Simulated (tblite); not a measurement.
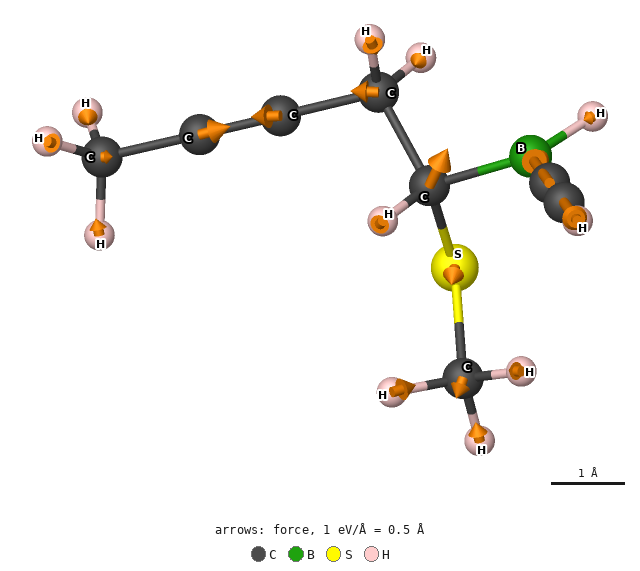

Starting geometry of C8H11BS with the computed forces as orange arrows. Style: ball-and-stick. Shown at a tilt.

Computed with GFN2-xTB geometry optimisation, gas phase in tblite. 

### What follows when this structure is relaxed?

It isn't relaxed: the largest force vector, on a C atom, is 3.14 eV/Å. The final displacements have little in common with the starting forces (cosine between the two patterns 0.06). After 168 geometry steps the energy has fallen by 0.545 eV. An H atom moves most after the best rigid fit: 1.43 Å. Largest moves by element: H 1.43 Å, C 1.05 Å, S 0.68 Å, B 0.12 Å. Among the contacts that change: B–S 2.793 → 2.042 Å, B–C 1.553 → 1.523 Å, C–C 1.544 → 1.517 Å, B–C 1.597 → 1.572 Å. Bond angles that change, for instance: B–C–S 108.6° → 72.7°, B–C–C 108.9° → 123.4°, B–C–H 109.1° → 120.4°.
